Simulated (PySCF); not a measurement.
Run report: PBr, single-point calculation (part 1 of 2)

PBr, multiplicity 3, computed with ROHF/crenbl, casscf (PySCF 2.14.0).

The run did not end well. Figures and captions count atoms from 1; the log counts them from 0 in places.

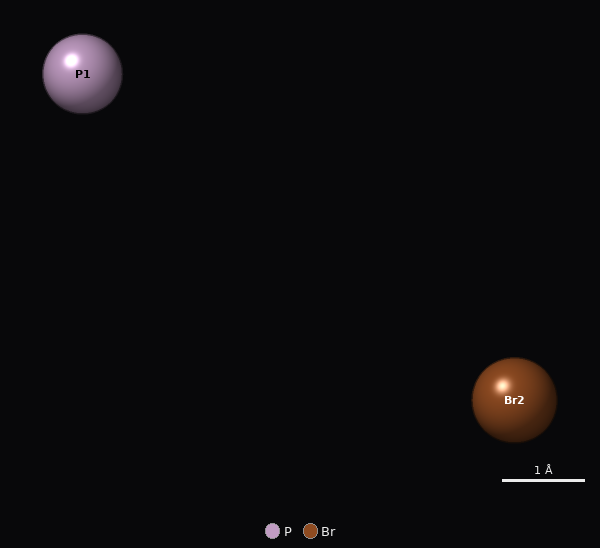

**Figure 1.** The structure as given in the input (ball-and-stick view, seen at an oblique angle; atoms are numbered from 1 in the order of the input).

## Input file
```python
from pyscf import gto, scf, mcscf

mol = gto.M(
    atom='P 0 0 0; Br 0 0 6.867',
    basis='crenbl',
    ecp={'P': 'crenbl', 'Br': 'crenbl'},
    charge=0,
    spin=2,
    verbose=4,
)
mf = scf.ROHF(mol)
mf.kernel()
mc = mcscf.CASSCF(mf, 8, 6)
mc.kernel()
mc.analyze()
mf.dip_moment()
print('orbital energies (hartree):', mf.mo_energy[..., max(0, mol.nelec[1]-3):mol.nelec[0]+3].round(4))
```

Launch command:
```bash
OMP_NUM_THREADS=1 python input.py
```

## Output
```
PySCF version 2.14.0

[INPUT] verbose = 4
[INPUT] num. atoms = 2
[INPUT] num. electrons = 22
[INPUT] charge = 0
[INPUT] spin (= nelec alpha-beta = 2S) = 2
[INPUT] symmetry False subgroup None
[INPUT] Mole.unit = angstrom
[INPUT] Symbol           X                Y                Z      unit          X                Y                Z       unit  Magmom
[INPUT]  1 P      0.000000000000   0.000000000000   0.000000000000 AA    0.000000000000   0.000000000000   0.000000000000 Bohr   0.0
[INPUT]  2 Br     0.000000000000   0.000000000000   6.867000000000 AA    0.000000000000   0.000000000000  12.976749297388 Bohr   0.0

nuclear repulsion = 6.55017663145478
number of shells = 18
number of NR pGTOs = 48
number of NR cGTOs = 48
basis = crenbl
ecp = {'P': 'crenbl', 'Br': 'crenbl'}

******** <class 'pyscf.scf.rohf.ROHF'> ********
method = ROHF
initial guess = minao
damping factor = 0
level_shift factor = 0
DIIS = <class 'pyscf.scf.diis.CDIIS'>
diis_start_cycle = 1
diis_space = 8
diis_damp = 0
SCF conv_tol = 1e-09
SCF conv_tol_grad = None
SCF max_cycles = 50
direct_scf = True
direct_scf_tol = 1e-13
num. doubly occ = 10  num. singly occ = 2
Set gradient conv threshold to 3.16228e-05
init E= -132.307423397666

WARN: HOMO -0.193113788971273 >= LUMO -0.193113788971289

cycle= 1 E= -159.06117308566  delta_E= -26.8  |g|= 1.13  |ddm|= 3.91

WARN: HOMO -0.156897054576953 >= LUMO -0.156871128033592

cycle= 2 E= -155.858776926749  delta_E=  3.2  |g|= 1.39  |ddm|= 1.89

WARN: HOMO 0.48786448168018 >= LUMO -0.0226822910557978

cycle= 3 E= -155.353666252376  delta_E= 0.505  |g|= 1.05  |ddm|= 11.9

WARN: HOMO 0.321686300460526 >= LUMO -0.242961302783808

cycle= 4 E= -155.801781594582  delta_E= -0.448  |g|= 1.02  |ddm|= 14.2

WARN: HOMO 0.671017000229558 >= LUMO -0.221959474693839

cycle= 5 E= -155.564622904438  delta_E= 0.237  |g|= 0.734  |ddm|= 14.2

WARN: HOMO 0.396642201847515 >= LUMO -0.206851664380759

cycle= 6 E= -150.221277146901  delta_E= 5.34  |g|= 1.46  |ddm|= 14.5
  HOMO = 0.0636321883149762  LUMO = 0.0664157066189688  gap/eV = 0.07574
cycle= 7 E= -155.702735473168  delta_E= -5.48  |g|= 1.52  |ddm|= 8.19

WARN: HOMO 0.111698117965165 >= LUMO 0.0302033796434942

cycle= 8 E= -155.622999047134  delta_E= 0.0797  |g|= 1.57  |ddm|= 0.13

WARN: HOMO 0.103363585090876 >= LUMO 0.0368918002906011

cycle= 9 E= -155.638025673962  delta_E= -0.015  |g|= 1.56  |ddm|= 0.0349
  HOMO = 0.0042916146564238  LUMO = 0.0914062306563936  gap/eV = 2.37051
cycle= 10 E= -155.840006350048  delta_E= -0.202  |g|= 1.43  |ddm|= 0.264

WARN: HOMO 0.603393017875173 >= LUMO -0.223898523843249

cycle= 11 E= -155.481831901992  delta_E= 0.358  |g|= 0.85  |ddm|= 11.9

WARN: HOMO -0.165171736109779 >= LUMO -0.1916075391722

cycle= 12 E= -159.07203046599  delta_E= -3.59  |g|= 0.495  |ddm|= 11.6
  HOMO = -0.176927334905053  LUMO = -0.0865008900758921  gap/eV = 2.46063
cycle= 13 E= -159.099956795637  delta_E= -0.0279  |g|= 0.445  |ddm|= 0.145
  HOMO = -0.104496294579689  LUMO = 0.0262512115017071  gap/eV = 3.55782
cycle= 14 E= -159.076353214553  delta_E= 0.0236  |g|= 0.513  |ddm|= 0.151
  HOMO = -0.24216708304563  LUMO = -0.107046212116216  gap/eV = 3.67683
cycle= 15 E= -159.155350479708  delta_E= -0.079  |g|= 0.276  |ddm|= 0.382

WARN: HOMO -0.165540877283856 >= LUMO -0.167340068054792

cycle= 16 E= -155.887990226826  delta_E= 3.27  |g|= 1.36  |ddm|= 1.82
  HOMO = -0.181663183743994  LUMO = -0.18022487601113  gap/eV = 0.03914
cycle= 17 E= -155.92155368385  delta_E= -0.0336  |g|= 1.33  |ddm|= 0.0437

WARN: HOMO -0.169199404817409 >= LUMO -0.170028076629634

cycle= 18 E= -155.896206709602  delta_E= 0.0253  |g|= 1.35  |ddm|= 0.0334

WARN: HOMO -0.148043371381674 >= LUMO -0.15252462996758

cycle= 19 E= -155.852205409724  delta_E= 0.044  |g|= 1.38  |ddm|= 0.0567

WARN: HOMO -0.145359554842267 >= LUMO -0.150152070653031

cycle= 20 E= -155.846891245364  delta_E= 0.00531  |g|= 1.38  |ddm|= 0.00752

WARN: HOMO -0.146455691029087 >= LUMO -0.150069506063573

cycle= 21 E= -155.856249700924  delta_E= -0.00936  |g|= 1.38  |ddm|= 0.0695

WARN: HOMO -0.142668291580971 >= LUMO -0.147119335915237

cycle= 22 E= -155.8497595142  delta_E= 0.00649  |g|= 1.38  |ddm|= 0.337

WARN: HOMO 0.503915530121273 >= LUMO -0.070462234958156

cycle= 23 E= -155.353366100698  delta_E= 0.496  |g|= 0.991  |ddm|= 11.9

WARN: HOMO 0.183616108150272 >= LUMO 0.066466649842595

cycle= 24 E= -158.617805871462  delta_E= -3.26  |g|= 1.12  |ddm|= 11.4

WARN: HOMO 0.186125509460344 >= LUMO 0.0655865615909015

cycle= 25 E= -158.613797106713  delta_E= 0.00401  |g|= 1.12  |ddm|= 0.0231

WARN: HOMO 0.134526811369195 >= LUMO 0.132776187564669

cycle= 26 E= -158.697679510329  delta_E= -0.0839  |g|= 1.03  |ddm|= 0.221
  HOMO = -0.0497843742950339  LUMO = 0.0101774599235518  gap/eV = 1.63164
cycle= 27 E= -159.012169492192  delta_E= -0.314  |g|= 0.608  |ddm|= 0.749

WARN: HOMO -0.205145470797121 >= LUMO -0.248615322157377

cycle= 28 E= -157.719964796769  delta_E= 1.29  |g|= 0.895  |ddm|= 1.71

WARN: HOMO 0.723435325015157 >= LUMO -0.278658860467864

cycle= 29 E= -155.679151388308  delta_E= 2.04  |g|= 0.649  |ddm|= 4.88

WARN: HOMO 0.319127239506146 >= LUMO -0.279787634751631

cycle= 30 E= -155.739404202886  delta_E= -0.0603  |g|= 1.05  |ddm|= 9.16
  HOMO = -0.21426559614355  LUMO = -0.200153120179772  gap/eV = 0.38402
cycle= 31 E= -158.815016285713  delta_E= -3.08  |g|= 0.566  |ddm|= 7.78
  HOMO = -0.268790878605634  LUMO = -0.111232781093792  gap/eV = 4.28737
cycle= 32 E= -158.858152859071  delta_E= -0.0431  |g|= 0.487  |ddm|= 0.142
  HOMO = -0.2565711387525  LUMO = -0.0189381288196824  gap/eV = 6.46632
cycle= 33 E= -159.118498285821  delta_E= -0.26  |g|= 0.388  |ddm|= 1.26

WARN: HOMO -0.0784172242962207 >= LUMO -0.284900269360363

cycle= 34 E= -157.820272731709  delta_E=  1.3  |g|= 0.791  |ddm|= 1.55

WARN: HOMO 0.724341104291966 >= LUMO -0.250385828519463

cycle= 35 E= -155.489252464637  delta_E= 2.33  |g|= 0.834  |ddm|= 11.9
  HOMO = -0.235456788008103  LUMO = 0.0416528860526943  gap/eV = 7.54054
cycle= 36 E= -159.105627560978  delta_E= -3.62  |g|= 0.427  |ddm|= 11.7
  HOMO = -0.266759266932291  LUMO = -0.0262572626351356  gap/eV = 6.54439
cycle= 37 E= -159.15251793445  delta_E= -0.0469  |g|= 0.302  |ddm|= 0.294
  HOMO = -0.269978014566399  LUMO = -0.0482357493164756  gap/eV = 6.03391
cycle= 38 E= -159.144951008537  delta_E= 0.00757  |g|= 0.306  |ddm|= 0.199

WARN: HOMO -0.0808703685945074 >= LUMO -0.285180479790228

cycle= 39 E= -159.064694700851  delta_E= 0.0803  |g|= 0.388  |ddm|=  1.2
  HOMO = -0.258812711216903  LUMO = -0.122375489406253  gap/eV = 3.71265
cycle= 40 E= -158.828322050127  delta_E= 0.236  |g|= 0.544  |ddm|= 1.33
  HOMO = -0.246671243823781  LUMO = -0.145964495301933  gap/eV = 2.74037
cycle= 41 E= -158.813010687466  delta_E= 0.0153  |g|= 0.57  |ddm|= 0.0556
  HOMO = -0.242363783377975  LUMO = -0.146942999365261  gap/eV = 2.59653
cycle= 42 E= -158.810891959206  delta_E= 0.00212  |g|= 0.576  |ddm|= 0.0937
  HOMO = -0.237550772748174  LUMO = -0.162095424197663  gap/eV = 2.05324
cycle= 43 E= -158.816589065777  delta_E= -0.0057  |g|= 0.574  |ddm|= 0.341

WARN: HOMO -0.198651573831174 >= LUMO -0.205594234475925

cycle= 44 E= -158.821362648832  delta_E= -0.00477  |g|= 0.596  |ddm|= 0.324
  HOMO = -0.22822159021975  LUMO = -0.122970639020604  gap/eV = 2.86402
cycle= 45 E= -159.238459491337  delta_E= -0.417  |g|= 0.105  |ddm|= 0.988
  HOMO = -0.214550058087371  LUMO = -0.105212921525684  gap/eV = 2.97522
cycle= 46 E= -159.283730032738  delta_E= -0.0453  |g|= 0.0711  |ddm|= 0.308
  HOMO = -0.203497114666287  LUMO = -0.08245219524964  gap/eV = 3.29380
cycle= 47 E= -159.301673849934  delta_E= -0.0179  |g|= 0.0823  |ddm|= 0.389
  HOMO = -0.205499342779163  LUMO = -0.0650940118704328  gap/eV = 3.82062
cycle= 48 E= -159.30027212456  delta_E= 0.0014  |g|= 0.0683  |ddm|= 0.229
  HOMO = -0.194820273742545  LUMO = -0.0597201467396267  gap/eV = 3.67626
cycle= 49 E= -159.301829561868  delta_E= -0.00156  |g|= 0.0644  |ddm|= 0.0272
  HOMO = -0.195151323403911  LUMO = -0.0574414292045833  gap/eV = 3.74728
cycle= 50 E= -159.297069888036  delta_E= 0.00476  |g|= 0.0586  |ddm|= 0.0784
```

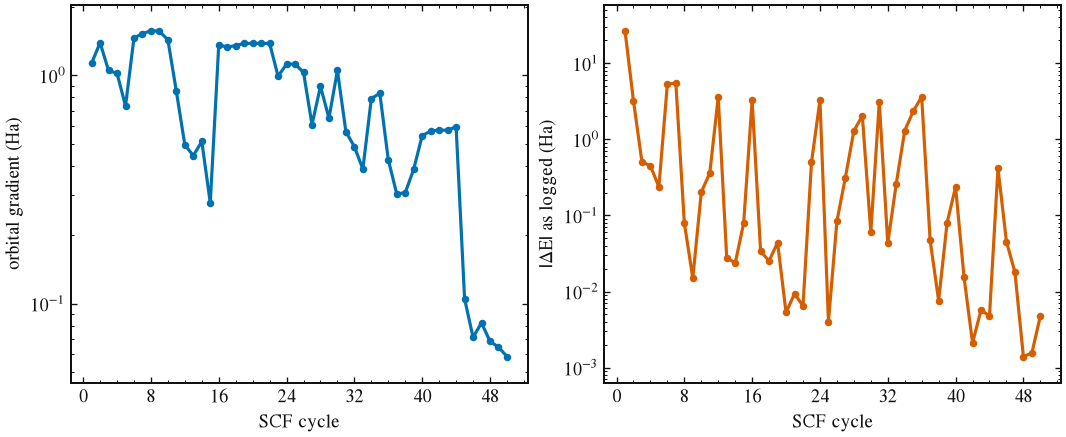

**Figure 2.** Convergence of the self-consistent field: orbital gradient and size of the energy change against the SCF cycle. The residual is still falling at the last step (down to 0.06), so the run was stopped before it got there.

```
SCF not converged.
SCF energy = -159.297069888036

******** <class 'pyscf.mcscf.mc1step.CASSCF'> ********
CAS (4e+2e, 8o), ncore = 8, nvir = 32
max_cycle_macro = 50
max_cycle_micro = 4
conv_tol = 1e-07
conv_tol_grad = None
orbital rotation max_stepsize = 0.02
orbital rotation threshold for CI restart = 0.01
augmented hessian ah_max_cycle = 30
augmented hessian ah_conv_tol = 1e-12
augmented hessian ah_linear dependence = 1e-14
augmented hessian ah_level shift = 1e-08
augmented hessian ah_start_tol = 2.5
augmented hessian ah_start_cycle = 3
augmented hessian ah_grad_trust_region = 3
kf_trust_region = 3
kf_interval = 4
ci_response_space = 4
ci_grad_trust_region = 3
with_dep4 0
natorb = False
canonicalization = True
sorting_mo_energy = False
ao2mo_level = 2
internal_rotation = False
******** <class 'pyscf.fci.direct_spin1.FCISolver'> ********
max. cycles = 50
conv_tol = 1e-08
davidson only = False
linear dependence = 1e-12
level shift = 0.001
max iter space = 12
nroots = 1
pspace_size = 400
spin = None
CASCI E = -159.402243362406  S^2 = 3.0150879
Set conv_tol_grad to 0.000316228
macro iter   1 ( 19 JK    4 micro), CASSCF E = -159.404311877570  dE = -2.06851516e-03  S^2 = 3.0150731
               |grad[o]|=0.0727  |grad[c]|=0.00486  |ddm|=0.00194  |maxRot[o]|=0.197
macro iter   2 ( 21 JK    4 micro), CASSCF E = -159.404837113630  dE = -5.25236061e-04  S^2 = 3.0150024
               |grad[o]|=0.00524  |grad[c]|=0.00381  |ddm|=0.000572  |maxRot[o]|=0.314
macro iter   3 ( 21 JK    4 micro), CASSCF E = -159.405565924531  dE = -7.28810900e-04  S^2 = 3.0152429
               |grad[o]|=0.00378  |grad[c]|=0.00697  |ddm|=0.00136  |maxRot[o]|=0.245
macro iter   4 ( 21 JK    4 micro), CASSCF E = -159.406704085602  dE = -1.13816107e-03  S^2 = 3.0159196
               |grad[o]|=0.00285  |grad[c]|=0.012  |ddm|=0.00345  |maxRot[o]|=0.314
macro iter   5 ( 21 JK    4 micro), CASSCF E = -159.409284903751  dE = -2.58081815e-03  S^2 = 3.0167252
               |grad[o]|=0.00397  |grad[c]|=0.0357  |ddm|=0.00746  |maxRot[o]|=0.314
macro iter   6 ( 21 JK    4 micro), CASSCF E = -159.411062871484  dE = -1.77796773e-03  S^2 = 3.0173849
               |grad[o]|=0.00631  |grad[c]|=0.00993  |ddm|=0.00272  |maxRot[o]|=0.159
macro iter   7 ( 21 JK    4 micro), CASSCF E = -159.412426478331  dE = -1.36360685e-03  S^2 = 3.0178677
               |grad[o]|=0.00612  |grad[c]|=0.00722  |ddm|=0.00279  |maxRot[o]|=0.122
macro iter   8 ( 21 JK    4 micro), CASSCF E = -159.413280697918  dE = -8.54219587e-04  S^2 = 3.0181291
               |grad[o]|=0.00497  |grad[c]|=0.000461  |ddm|=0.0013  |maxRot[o]|=0.0966
macro iter   9 ( 21 JK    4 micro), CASSCF E = -159.413751956573  dE = -4.71258655e-04  S^2 = 3.0182157
               |grad[o]|=0.0039  |grad[c]|=0.000458  |ddm|=0.000882  |maxRot[o]|=0.0702
macro iter  10 ( 21 JK    4 micro), CASSCF E = -159.414080949825  dE = -3.28993251e-04  S^2 = 3.0182506
               |grad[o]|=0.00296  |grad[c]|=0.000651  |ddm|=0.000891  |maxRot[o]|=0.0756
macro iter  11 ( 21 JK    4 micro), CASSCF E = -159.414273511306  dE = -1.92561481e-04  S^2 = 3.0182544
               |grad[o]|=0.00201  |grad[c]|=0.000786  |ddm|=0.000839  |maxRot[o]|=0.0663
macro iter  12 ( 21 JK    4 micro), CASSCF E = -159.414324306584  dE = -5.07952787e-05  S^2 = 3.0182519
               |grad[o]|=0.00101  |grad[c]|=0.000367  |ddm|=0.00058  |maxRot[o]|=0.0418
macro iter  13 ( 21 JK    4 micro), CASSCF E = -159.414325931428  dE = -1.62484380e-06  S^2 = 3.0182510
               |grad[o]|=0.000329  |grad[c]|=5.23e-05  |ddm|=8.4e-05  |maxRot[o]|=0.00356
macro iter  14 ( 16 JK    3 micro), CASSCF E = -159.414331166699  dE = -5.23527103e-06  S^2 = 3.0182486
               |grad[o]|=0.00028  |grad[c]|=5.89e-05  |ddm|=0.000397  |maxRot[o]|=0.0451
macro iter  15 (  5 JK    1 micro), CASSCF E = -159.414333051828  dE = -1.88512897e-06  S^2 = 3.0182483
               |grad[o]|=0.000156  |grad[c]|=0.00103  |ddm|=0.00021  |maxRot[o]|=0.0217
macro iter  16 (  4 JK    1 micro), CASSCF E = -159.414334124737  dE = -1.07290901e-06  S^2 = 3.0182475
               |grad[o]|=0.000108  |grad[c]|=0.000782  |ddm|=0.000169  |maxRot[o]|=0.00874
macro iter  17 (  6 JK    1 micro), CASSCF E = -159.414334380314  dE = -2.55577135e-07  S^2 = 3.0182452
               |grad[o]|=8.62e-05  |grad[c]|=4.98e-05  |ddm|=4.5e-05  |maxRot[o]|=0.0799
macro iter  18 ( 21 JK    4 micro), CASSCF E = -159.414334990214  dE = -6.09899956e-07  S^2 = 3.0182416
               |grad[o]|=0.0004  |grad[c]|=6.18e-05  |ddm|=0.000142  |maxRot[o]|= 0.13
macro iter  19 ( 21 JK    4 micro), CASSCF E = -159.414336362981  dE = -1.37276689e-06  S^2 = 3.0182364
               |grad[o]|=0.00111  |grad[c]|=6.86e-05  |ddm|=0.000163  |maxRot[o]|=0.125
macro iter  20 ( 18 JK    4 micro), CASSCF E = -159.414338601110  dE = -2.23812921e-06  S^2 = 3.0182329
               |grad[o]|=0.00137  |grad[c]|=0.000344  |ddm|=0.000206  |maxRot[o]|=0.224
macro iter  21 ( 21 JK    4 micro), CASSCF E = -159.414340449503  dE = -1.84839246e-06  S^2 = 3.0182280
               |grad[o]|=0.00144  |grad[c]|=0.000178  |ddm|=0.000279  |maxRot[o]|=0.178
macro iter  22 ( 18 JK    4 micro), CASSCF E = -159.414341555993  dE = -1.10649015e-06  S^2 = 3.0182286
               |grad[o]|=0.00102  |grad[c]|=0.000189  |ddm|=0.000255  |maxRot[o]|=0.112
macro iter  23 ( 21 JK    4 micro), CASSCF E = -159.414342324042  dE = -7.68048579e-07  S^2 = 3.0182253
               |grad[o]|=0.000619  |grad[c]|=5.04e-05  |ddm|=0.000125  |maxRot[o]|=0.113
macro iter  24 ( 17 JK    4 micro), CASSCF E = -159.414343388479  dE = -1.06443704e-06  S^2 = 3.0182235
               |grad[o]|=0.00113  |grad[c]|=0.000127  |ddm|=0.000275  |maxRot[o]|=0.224
macro iter  25 ( 11 JK    4 micro), CASSCF E = -159.414344116172  dE = -7.27693532e-07  S^2 = 3.0182210
               |grad[o]|=0.00162  |grad[c]|=6.26e-05  |ddm|=9.75e-05  |maxRot[o]|=0.107
macro iter  26 (  8 JK    2 micro), CASSCF E = -159.414344221862  dE = -1.05689935e-07  S^2 = 3.0182192
               |grad[o]|=0.000193  |grad[c]|=4.66e-05  |ddm|=6.79e-05  |maxRot[o]|=0.0724
macro iter  27 (  6 JK    1 micro), CASSCF E = -159.414344238014  dE = -1.61524270e-08  S^2 = 3.0182182
               |grad[o]|=0.000101  |grad[c]|=1.77e-05  |ddm|=2.19e-05  |maxRot[o]|=0.031
macro iter  28 (  4 JK    1 micro), CASSCF E = -159.414344242783  dE = -4.76887863e-09  S^2 = 3.0182182
               |grad[o]|=7.62e-05  |grad[c]|=8.66e-06  |ddm|=    0  |maxRot[o]|=0.0108
macro iter  29 (  1 JK    1 micro), CASSCF E = -159.414344242804  dE = -2.09752216e-11  S^2 = 3.0182178
               |grad[o]|=1.82e-05  |grad[c]|=4.7e-06  |ddm|=    0  |maxRot[o]|=    0
1-step CASSCF converged in  29 macro (469 JK  95 micro) steps
CASSCF canonicalization
```
